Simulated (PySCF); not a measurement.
**CH₄S, SMILES `CS`: what the electrons do**

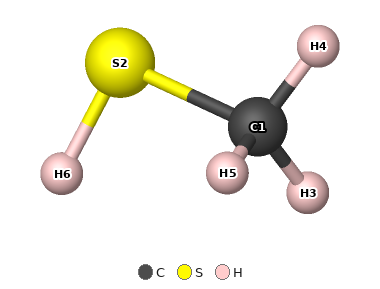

The molecule, with its atoms numbered as below. No frequency check shows the geometry to be a minimum.

Coordinates in Å:

```
C1       1.1575   -0.0162    0.0000
S2      -0.6611    0.0862   -0.0000
H3       1.4950   -0.5325   -0.8934
H4       1.5210    1.0063   -0.0025
H5       1.4952   -0.5281    0.8957
H6      -0.8790   -1.2273    0.0002
```

Part 1: Bonding charge

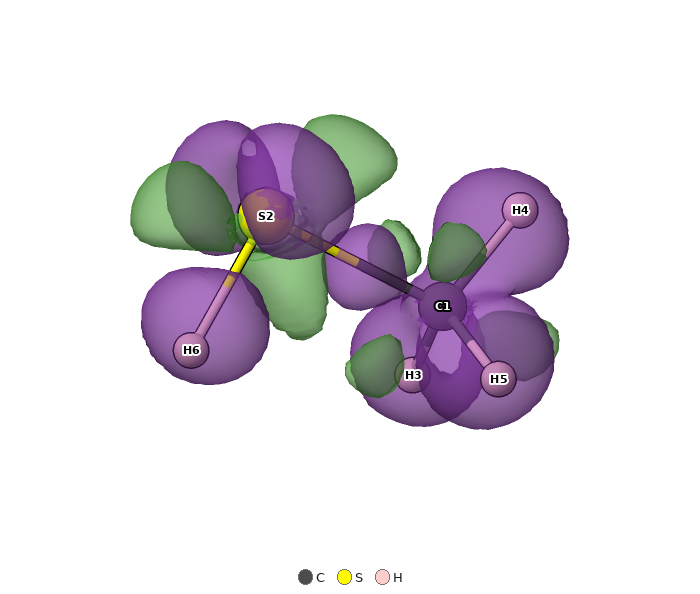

Deformation density (molecule less spherical, spin-averaged free atoms at the same positions), surfaces at ±0.07 e/Å³; purple: gain, green: loss.

Computed with PySCF, PBE/def2-SVP, geometry: GFN2-xTB.

Describe the bonding that the map shows.

Answer. C1–H5 and C1–H3: +0.67 e/Å³ at the bond critical point (bond length 1.09 Å, Mayer order 1.0). C1–H4: +0.67 e/Å³ at the bond critical point (bond length 1.08 Å, Mayer order 1.0). C1–S2: +0.22 e/Å³ at the bond critical point (bond length 1.82 Å, Mayer order 1.0). S2–H6: +0.15 e/Å³ at the bond critical point (bond length 1.33 Å, Mayer order 1.0). In all, 1.2 electrons gather in the regions of gain relative to the promolecule. A small or negative value marks a very polar bond, one between electron-rich atoms, whose free-atom densities already overlap strongly, a long bond to a heavier atom, or a closed-shell contact such as a hydrogen bond.

Part 2: Local ionisation energy

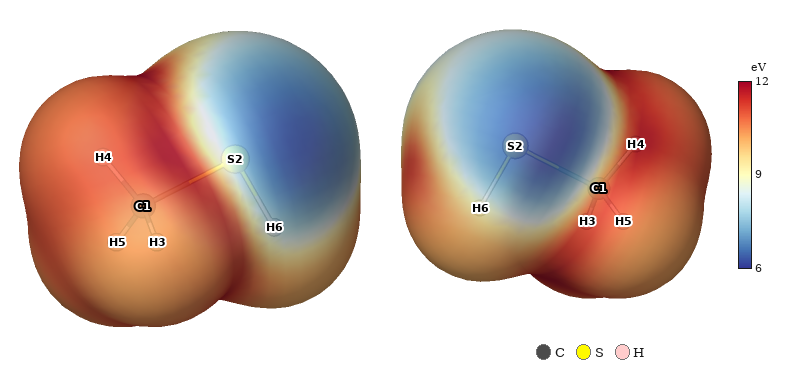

Average local ionisation energy on the surface of electron density 0.001 a.u. (back view left, front view right).

Where are the most loosely bound electrons on this surface?

Answer. The lowest value is 6.2 eV, 2.2 Å from S2, and at like points elsewhere. Further minima include 10.2 eV, 1.4 Å from H5, and at like points elsewhere. For comparison, the highest occupied orbital lies at −5.2 eV.

What volume does the surface enclose, and what is the dipole moment?

Answer. About 69 Å³; the dipole moment is 1.5 D.

Part 3: In an electric field

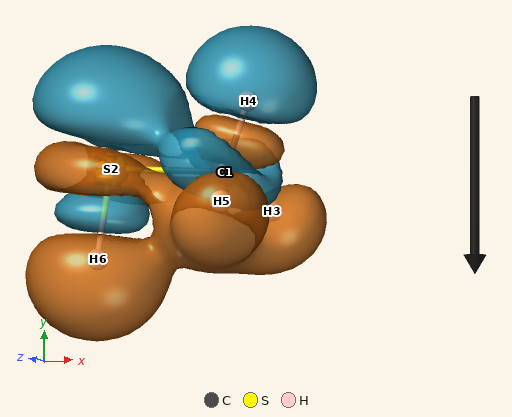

Change of the electron density in a uniform field of 0.26 V/Å along −y (arrow), surfaces at ±0.001 e/Å³ (light blue: gain, orange: loss).

Computed with PySCF, HF/6-31+G*, geometry: GFN2-xTB. The basis has diffuse s and p functions alone, which still leaves polarisabilities too small, most of all across bonds.

The field was applied in both directions; the picture shows the one opposite to the script's first.

How large is the response?

Answer. The induced dipole is 0.34 D (along the field); α along this axis, from the fields in both directions, is 26 bohr³ (3.9 Å³).

Part 4: Stretching a bond

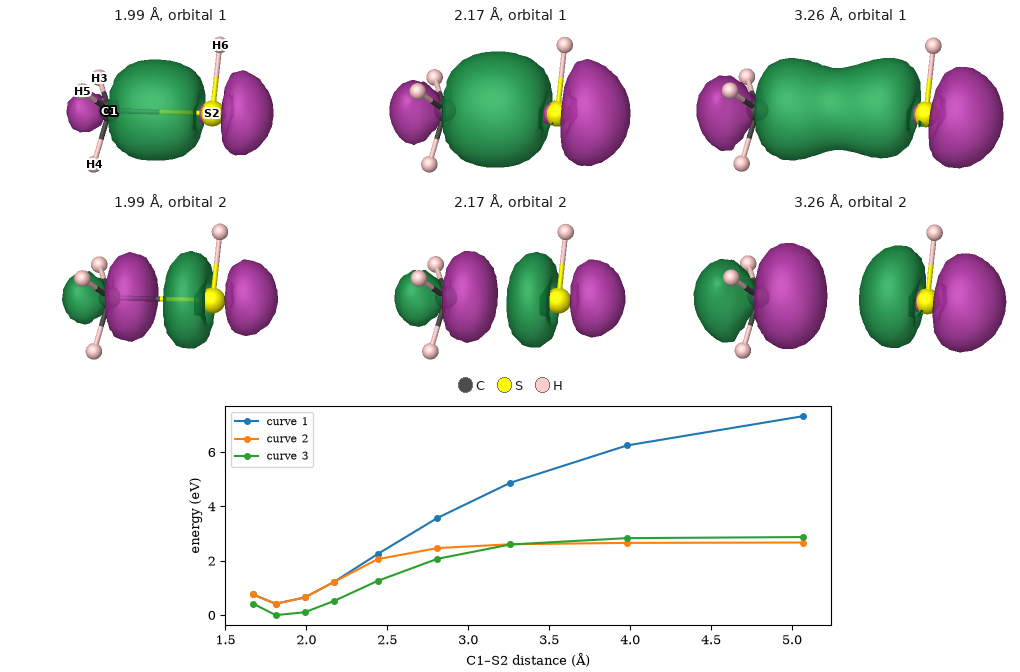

Rigid stretch of the C1–S2 bond. The two CASSCF(2,2) natural orbitals nearest half filling (orbital 1 the more occupied). Below: energies along the scan, from the lowest point of the three curves.

PySCF calculation, def2-SVPD basis, gas phase; geometry: GFN2-xTB.

How do the occupations change along the stretch?

Answer. 1.99 Å: 1.96 and 0.04; 2.17 Å: 1.93 and 0.07; 3.26 Å: 1.46 and 0.54. At the longest distance computed (5.07 Å) they are 1.04 and 0.96, and the effective number of unpaired electrons is 2.0.

Which curve is which method?

Answer. Curve 1 is RHF. Curve 2 is UHF. Curve 3 is CASSCF(2,2). RHF rises too steeply because it keeps both electrons in one orbital and so mixes in ionic fragments.

Where does the UHF solution part from RHF?

Answer. Between 2.17 Å (⟨S²⟩ = 0, the two coincide) and 2.44 Å (⟨S²⟩ = 0.44); at 5.07 Å ⟨S²⟩ is 1.02 and UHF lies 4.7 eV below RHF.

How much energy does the stretch cost?

Answer. By CASSCF, 2.9 eV from the lowest point of the scan (1.81 Å) to 5.07 Å; RHF gives 6.9 eV from its own lowest point. The fragments aren't relaxed and dynamic correlation is missing, so this isn't a bond dissociation energy.

The PySCF runs shown took 3.3 s, 0.88 s and 49 s on 1 thread of AMD EPYC 9R14 (Zen 4) (shared host).
